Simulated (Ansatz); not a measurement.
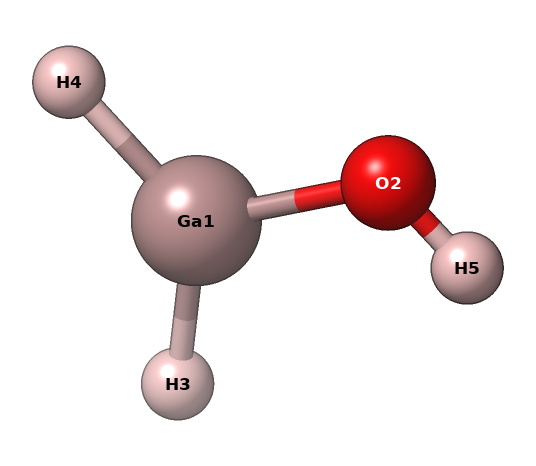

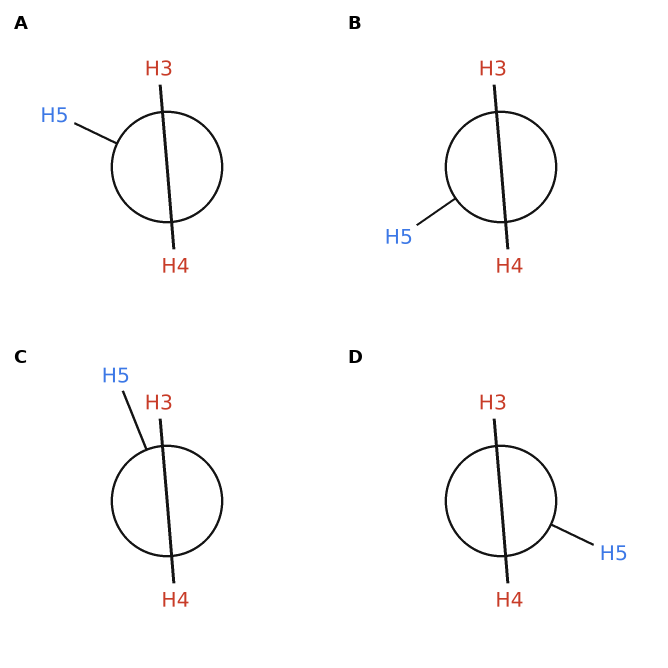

Atoms fade into the background with distance from the viewer. Bonds that would overlap in a projection are set slightly apart. Computed geometry: PBE0-D4/def2-TZVP optimisation.

Which Newman projection shows the view along Ga1–O2, with Ga1 in front?

C. The torsion angle H3–Ga1–O2–H5 is 0°, synperiplanar (eclipsed).
